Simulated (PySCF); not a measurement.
AsH6P, SMILES `P.[AsH3]`.

Method: r2SCAN/def2-SVPD; geometry: an unrelaxed start of a pair search; program: PySCF.

The calculation's input:

```python
import numpy as np
from pyscf import gto, scf, dft
from pyscf.scf import atom_ks, atom_hf
from scipy.linalg import block_diag

def solve(mol, dm0=None, hcore=None):
    mf = (dft.UKS if mol.spin else dft.RKS)(mol, xc='r2scan')
    mf.grids.level = 3
    mf = mf.density_fit(auxbasis='def2-universal-jkfit')
    mf.conv_tol, mf.max_cycle = 1e-8, 80
    if hcore is not None:
        mf.get_hcore = lambda *args: hcore
    mf.kernel(dm0)
    if not mf.converged:
        mf = mf.newton().run(mf.mo_coeff, mf.mo_occ, max_cycle=30)
    assert mf.converged, 'SCF not converged'
    return mf

mol = gto.M(atom='''
P      2.06372     0.01450    -0.09615
H      1.98769    -1.05304     0.79040
H      2.16845     0.93518     0.93724
H      3.44296    -0.10230    -0.19995
As    -1.03515     0.05427     0.03041
H     -1.04278    -0.21300    -1.43310
H     -0.82917    -1.40170     0.27983
H     -2.52311    -0.17358     0.06434
''', basis='def2-svpd', charge=0, spin=0, verbose=4)
mf = solve(mol)
mf.analyze()
# spherically averaged free atoms, for the promolecule
atm = atom_ks.get_atm_nrks(mol, xc='r2scan')
pro = block_diag(*[(atm[a[0]][2] * atm[a[0]][3]) @ atm[a[0]][2].T for a in mol._atom])
np.savez('result.npz', e=mf.e_tot, c=mf.mo_coeff, occ=mf.mo_occ, eps=mf.mo_energy, pro=pro, dip=mf.dip_moment(verbose=0), s2=mf.spin_square()[0])
```

Launched as:

```sh
OMP_NUM_THREADS=1 python input.py
```

The run took 22 s on 1 thread of Arm Neoverse V1, on a shared host, peak memory 0.49 GiB.

Partitions, critical points and surface values were worked out afterwards from this run's density.

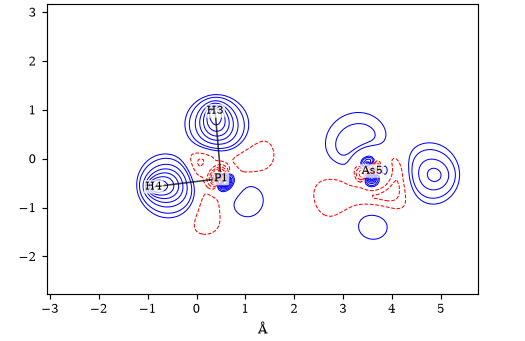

Deformation density (molecule less spherical, spin-averaged free atoms) in the plane of P1, H3, H4 and As5; contours at ±0.05 to ±0.8 e/Å³; solid blue lines: gain, dashed red lines: loss.

**How much density has each bond in this plane gained at its critical point, relative to the free atoms?**

P1–H3: +0.17 e/Å³ at the bond critical point (bond length 1.39 Å). P1–H4: +0.16 e/Å³ at the bond critical point (bond length 1.39 Å). In all, 1.5 electrons gather in the regions of gain relative to the promolecule.

**Where do the Hirshfeld charges lie?**

The highest Hirshfeld charge is on As5 (+0.09 e), the lowest on H8 (−0.04 e).

```json
{"atom": "P1", "charge (e)": "+0.06"}
{"atom": "H2", "charge (e)": "−0.01"}
{"atom": "H3", "charge (e)": "−0.01"}
{"atom": "H4", "charge (e)": "−0.02"}
{"atom": "As5", "charge (e)": "+0.09"}
{"atom": "H6", "charge (e)": "−0.03"}
{"atom": "H7", "charge (e)": "−0.03"}
{"atom": "H8", "charge (e)": "−0.04"}
```
